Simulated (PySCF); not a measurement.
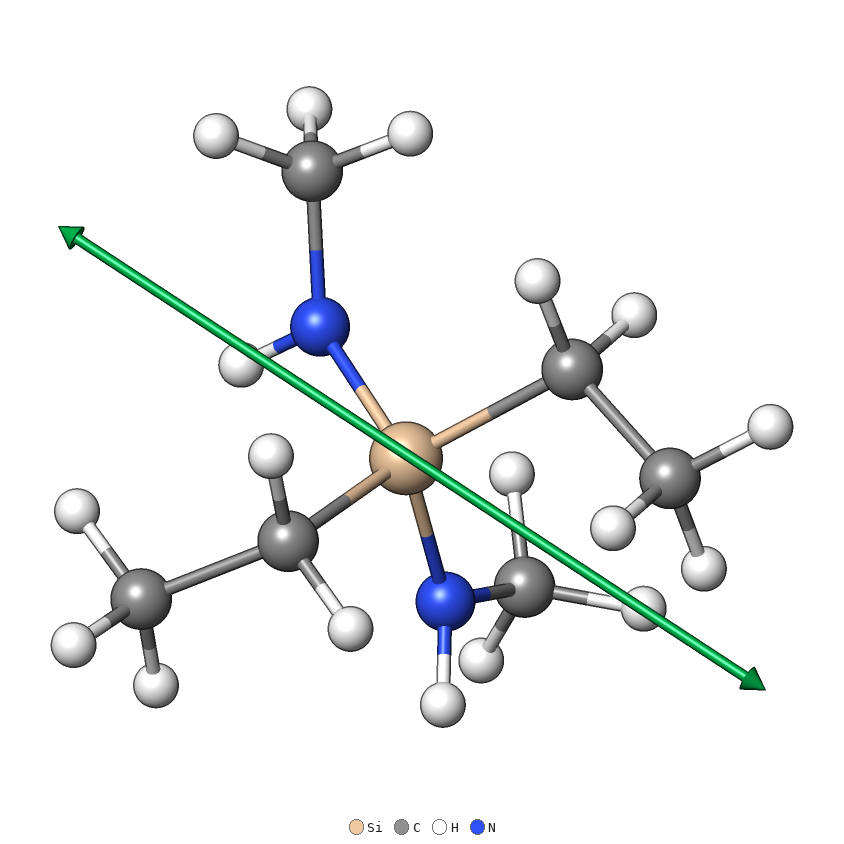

The double arrow shows the direction of the transition dipole to excited singlet state 8 (its length means nothing). The computed structure is the end point of a PBE0-D3(BJ)/def2-SVP optimisation. No frequency run is at hand to confirm it as a minimum. Properties computed with TDDFT B3LYP/def2-SVPD, vertical, gas phase, core orbitals frozen in the response (PySCF 2.14.0).

Where does the transition lie, and how strong is it?

Answer. 6.39 eV (194 nm), oscillator strength 0.017, mainly HOMO−1 → LUMO+3 (weight 0.83); transition dipole 0.83 D.
